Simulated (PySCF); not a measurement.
# CeH6O3 ([Ce(H2O)3]3+): the cost of one run

Computed with PySCF 2.14.0 and routines of our own; the level stands in each step. Atoms count from 0.

## 1. The starting structure

10 atoms, charge 3, states of the metal's open shell are computed; geometry from: model geometry, bond lengths from ionic radii.

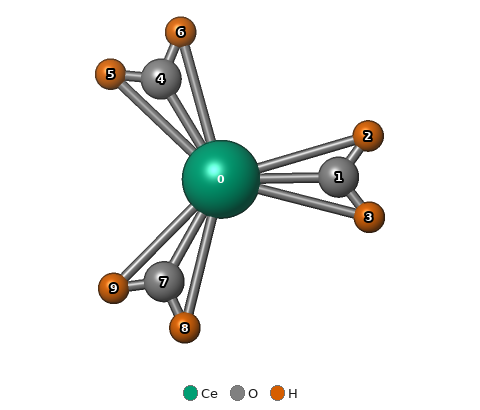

The starting geometry (cerium teal, oxygen grey, hydrogen orange); sticks join atoms by distance alone.

## 2. Ligand-field states: state-averaged CASSCF

Job settings and geometry (Å):

```
{"job": {"kind": "lf", "basis": {"metal": "x2c-TZVPall", "ligand": "x2c-SVPall"}, "nevpt": true}, "charge": 3, "metal": "Ce", "open_shell": "f1"}
Ce     0.000000     0.000000     0.000000
O      2.230000     0.000000     0.000000
H      2.805000     0.775000     0.000000
H      2.805000    -0.775000     0.000000
O     -1.115000     1.931237     0.000000
H     -2.073670     2.041701     0.000000
H     -0.731330     2.816701     0.000000
O     -1.115000    -1.931237     0.000000
H     -0.731330    -2.816701     0.000000
H     -2.073670    -2.041701     0.000000
```

Level: state-averaged CASSCF of the metal f shell, SC-NEVPT2 on the averaged canonical orbitals, state-interaction spin-orbit coupling.

On the command line:

```
OMP_NUM_THREADS=1 python lf_run.py task.json out
```

One launch serves the whole session: the jobs run in the order shown.

**Question.** How long does this first job take on 1 thread of Arm Neoverse V1, shared host, and how much memory does it need?

About 32 s, with a peak of 0.47 GiB.
